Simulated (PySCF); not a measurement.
# Two runs on PN

System: PN.
Method of the first run: RKS-pbe0/jorge-dzp (PySCF 2.14.0).

Text and figures count atoms from 1; the logs count them from 0 in places.

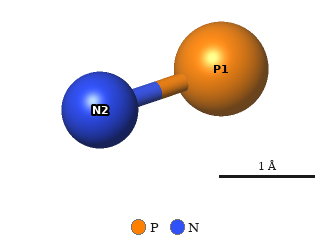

Fig. 1: The structure (ball-and-stick view, seen at a tilt; atoms are numbered from 1 in the order of the input). Bond lengths as drawn: N–P 1.55 Å.

**Input, the first run**
```python
from pyscf import gto, dft

mol = gto.M(
    atom='P 0 0 0; N 0 0 1.548',
    basis='jorge-dzp',
    charge=0,
    spin=0,
    verbose=4,
)
mf = dft.RKS(mol, xc='pbe0')
mf.kernel()
mf.analyze()
print('orbital energies (hartree):', mf.mo_energy[..., max(0, mol.nelec[1]-3):mol.nelec[0]+3].round(4))
```

Launched with:
```bash
OMP_NUM_THREADS=1 python input.py
```

Hardware: 1 CPU thread, shared host.

**Output, shortened to warnings, some set-up lines, iterations and results (the first run)**
```
[...]
cycle= 1 E= -395.794191841957  delta_E= 0.025  |g|= 0.523  |ddm|= 1.79
cycle= 2 E= -395.04835266591  delta_E= 0.746  |g|= 1.62  |ddm|= 1.59
cycle= 3 E= -395.869222354552  delta_E= -0.821  |g|= 0.048  |ddm|= 1.27
cycle= 4 E= -395.869844474565  delta_E= -0.000622  |g|= 0.0144  |ddm|= 0.0544
cycle= 5 E= -395.869890204436  delta_E= -4.57e-05  |g|= 0.00262  |ddm|= 0.0134
cycle= 6 E= -395.86989181767  delta_E= -1.61e-06  |g|= 0.00101  |ddm|= 0.00247
cycle= 7 E= -395.869892032992  delta_E= -2.15e-07  |g|= 0.00037  |ddm|= 0.000476
cycle= 8 E= -395.869892068909  delta_E= -3.59e-08  |g|= 4.82e-05  |ddm|= 0.000246
cycle= 9 E= -395.869892069525  delta_E= -6.16e-10  |g|= 4.79e-07  |ddm|= 3.69e-05
  HOMO = -0.33892419825199  LUMO = -0.088132870031098  gap/eV = 6.82438
Extra cycle  E= -395.869892069523  delta_E= 1.53e-12  |g|= 1.19e-06  |ddm|= 1.34e-06
converged SCF energy = -395.869892069523
**** SCF Summaries ****
Total Energy =                        -395.869892069523019
Nuclear Repulsion Energy =              35.893803066279077
One-electron Energy =                 -617.221441944214462
Two-electron Energy =                  185.457746808412395
Two-electron Coulomb Energy =          215.267081632080306
DFT Exchange-Correlation Energy =      -29.809334823667918
HOMO-LUMO gap [eV] =                     6.824379642687203
**** MO energy ****
MO #1   energy= -77.2715307333614  occ= 2
MO #2   energy= -14.4436854215682  occ= 2
MO #3   energy= -6.65995785912837  occ= 2
MO #4   energy= -4.79545955525341  occ= 2
MO #5   energy= -4.79545955525334  occ= 2
MO #6   energy= -4.79194013862619  occ= 2
MO #7   energy= -0.864728407593233 occ= 2
MO #8   energy= -0.515421172930516 occ= 2
MO #9   energy= -0.339448160809926 occ= 2
MO #10  energy= -0.339448160809861 occ= 2
MO #11  energy= -0.33892419825199  occ= 2
MO #12  energy= -0.088132870031098 occ= 0
MO #13  energy= -0.0881328700309998 occ= 0
MO #14  energy= 0.0730977900860381 occ= 0
MO #15  energy= 0.297730764049902  occ= 0
MO #16  energy= 0.378316524397557  occ= 0
MO #17  energy= 0.378316524397659  occ= 0
MO #18  energy= 0.436215672163087  occ= 0
MO #19  energy= 0.447927994176485  occ= 0
MO #20  energy= 0.447928602104154  occ= 0
MO #21  energy= 0.50178842655005   occ= 0
MO #22  energy= 0.533547167902243  occ= 0
MO #23  energy= 0.533547167902289  occ= 0
MO #24  energy= 0.609694817786875  occ= 0
MO #25  energy= 0.609694817787061  occ= 0
MO #26  energy= 0.994314093565549  occ= 0
MO #27  energy= 1.17151049021535   occ= 0
MO #28  energy= 1.9459143083635    occ= 0
MO #29  energy= 1.94591440004585   occ= 0
MO #30  energy= 2.13000240334301   occ= 0
MO #31  energy= 2.13000240334308   occ= 0
MO #32  energy= 2.47092012693008   occ= 0
MO #33  energy= 2.92937166698668   occ= 0
MO #34  energy= 2.92937166698673   occ= 0
MO #35  energy= 3.10489085940441   occ= 0
MO #36  energy= 19.5258507587732   occ= 0
MO #37  energy= 25.2643718409579   occ= 0
MO #38  energy= 125.94285007306    occ= 0
MO #39  energy= 647.691111216458   occ= 0
 ** Mulliken pop on meta-lowdin orthogonal AOs  **
 ** Mulliken pop  **
pop of  0 P 1s            1.99990
pop of  0 P 2s            1.99682
pop of  0 P 3s            1.77712
pop of  0 P 4s            0.01566
pop of  0 P 5s            0.00240
pop of  0 P 6s            0.00186
pop of  0 P 7s            0.00015
pop of  0 P 2px           1.99984
pop of  0 P 2py           1.99984
pop of  0 P 2pz           1.99990
pop of  0 P 3px           0.92148
[...]
```

The input of the second run differs as follows (lines with − go, lines with + come):
```diff
-mf = dft.RKS(mol, xc='pbe0')
+mf = dft.RKS(mol, xc='b3pw91')
```

What does this change do to the results?

The total energies belong to different methods, so their difference says nothing on which is more stable or more accurate. The functional changes from PBE0 to b3pw91. The SCF takes 10 iterations against 9.

**Output, shortened to warnings, some set-up lines, iterations and results (the second run)**
```
[...]
cycle= 1 E= -395.920741853148  delta_E= 0.0465  |g|= 0.564  |ddm|= 1.79
cycle= 2 E= -394.963226242531  delta_E= 0.958  |g|= 1.79  |ddm|= 1.77
cycle= 3 E= -396.006338617102  delta_E= -1.04  |g|= 0.0678  |ddm|= 1.45
cycle= 4 E= -396.007699923985  delta_E= -0.00136  |g|= 0.014  |ddm|= 0.0667
cycle= 5 E= -396.00774399256  delta_E= -4.41e-05  |g|= 0.00153  |ddm|= 0.015
cycle= 6 E= -396.007744565228  delta_E= -5.73e-07  |g|= 0.000529  |ddm|= 0.00264
cycle= 7 E= -396.007744612488  delta_E= -4.73e-08  |g|= 0.000233  |ddm|= 0.000367
cycle= 8 E= -396.007744625193  delta_E= -1.27e-08  |g|= 7.63e-05  |ddm|= 0.000127
cycle= 9 E= -396.00774462671  delta_E= -1.52e-09  |g|= 6.39e-06  |ddm|= 5.06e-05
cycle= 10 E= -396.00774462672  delta_E= -1.06e-11  |g|= 9.46e-08  |ddm|= 4.43e-06
  HOMO = -0.32979185383477  LUMO = -0.096970560538273  gap/eV = 6.33539
Extra cycle  E= -396.00774462672  delta_E= -5.68e-14  |g|= 3.68e-07  |ddm|= 3.09e-07
converged SCF energy = -396.00774462672
**** SCF Summaries ****
Total Energy =                        -396.007744626720410
Nuclear Repulsion Energy =              35.893803066279077
One-electron Energy =                 -617.296410867208238
Two-electron Energy =                  185.394863174208751
Two-electron Coulomb Energy =          215.346035876673454
DFT Exchange-Correlation Energy =      -29.951172702464699
HOMO-LUMO gap [eV] =                     6.335390085566632
**** MO energy ****
MO #1   energy= -77.1029860472511  occ= 2
MO #2   energy= -14.3695895623832  occ= 2
MO #3   energy= -6.60042509287732  occ= 2
MO #4   energy= -4.75790997850901  occ= 2
MO #5   energy= -4.75790997850886  occ= 2
MO #6   energy= -4.75417934587044  occ= 2
MO #7   energy= -0.846401889523108 occ= 2
MO #8   energy= -0.504820853384942 occ= 2
MO #9   energy= -0.332499404749696 occ= 2
MO #10  energy= -0.332499404749628 occ= 2
MO #11  energy= -0.32979185383477  occ= 2
MO #12  energy= -0.096970560538273 occ= 0
MO #13  energy= -0.0969705605381944 occ= 0
MO #14  energy= 0.0653842829385525 occ= 0
MO #15  energy= 0.28821720079506   occ= 0
MO #16  energy= 0.369378723734167  occ= 0
MO #17  energy= 0.369378723734292  occ= 0
MO #18  energy= 0.426176239169986  occ= 0
MO #19  energy= 0.436045925448428  occ= 0
MO #20  energy= 0.436046269444203  occ= 0
MO #21  energy= 0.492350173083854  occ= 0
MO #22  energy= 0.519265880977526  occ= 0
MO #23  energy= 0.519265880977579  occ= 0
MO #24  energy= 0.597965850227678  occ= 0
MO #25  energy= 0.597965850227859  occ= 0
MO #26  energy= 0.975169237523019  occ= 0
MO #27  energy= 1.15571081560923   occ= 0
MO #28  energy= 1.92852387890181   occ= 0
MO #29  energy= 1.92852390531729   occ= 0
MO #30  energy= 2.11117942500145   occ= 0
MO #31  energy= 2.11117942500148   occ= 0
MO #32  energy= 2.45131435229356   occ= 0
MO #33  energy= 2.89748549669813   occ= 0
MO #34  energy= 2.89748549669817   occ= 0
MO #35  energy= 3.07222109568211   occ= 0
MO #36  energy= 19.4565963736983   occ= 0
MO #37  energy= 25.1862917311328   occ= 0
MO #38  energy= 125.780050566063   occ= 0
MO #39  energy= 647.357963961578   occ= 0
 ** Mulliken pop on meta-lowdin orthogonal AOs  **
 ** Mulliken pop  **
pop of  0 P 1s            1.99990
pop of  0 P 2s            1.99680
pop of  0 P 3s            1.77853
pop of  0 P 4s            0.01583
pop of  0 P 5s            0.00244
pop of  0 P 6s            0.00188
pop of  0 P 7s            0.00016
pop of  0 P 2px           1.99983
pop of  0 P 2py           1.99983
pop of  0 P 2pz           1.99990
pop of  0 P 3px           0.92271
[...]
```

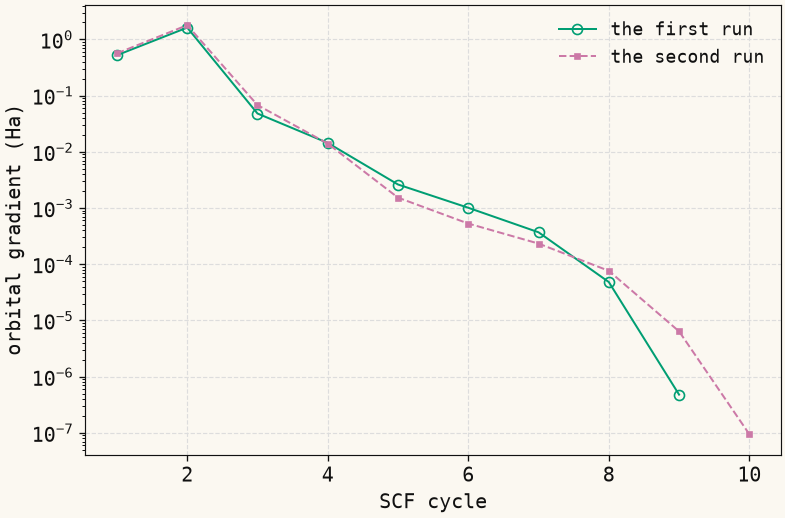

Fig. 2: Convergence of the two runs: orbital gradient against the SCF cycle. The first run takes 9 cycles in all, and the second run takes 10.

**The two runs side by side**

| quantity | the first run | the second run |
| --- | --- | --- |
| outcome | converged | converged |
| SCF energy (hartree) | −395.869892 | −396.007745 |
| dipole moment (D) | 2.64 | 2.61 |
| SCF iterations | 9 | 10 |
| wall time (shared host) | 1.3 s | 1.4 s |
